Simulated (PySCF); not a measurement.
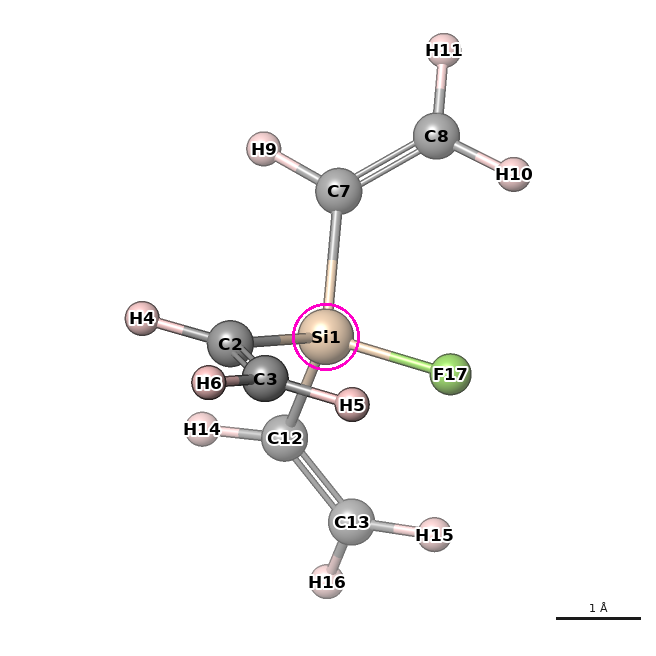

Orthographic view. Distant atoms are faded towards the background colour. The computed structure is the end point of a PBE0-D3(BJ)/def2-SVP optimisation. No frequency run is at hand to confirm it as a minimum.

Question: Name the neighbours of the circled atom.

Answer: The circled atom is Si1; it is bonded to C2, C7, C12, F17.

Question: Which atom is nearest the viewer?

Answer: H6, 3.5 Å in front of the mean position.

Question: Which atom is farthest from the viewer?

Answer: H16, 2.5 Å behind the mean position.

Question: What is the shortest path along bonds from the circled atom to H15?

Answer: Si1–C12–C13–H15, 3 bonds; through space the two are 2.98 Å apart.
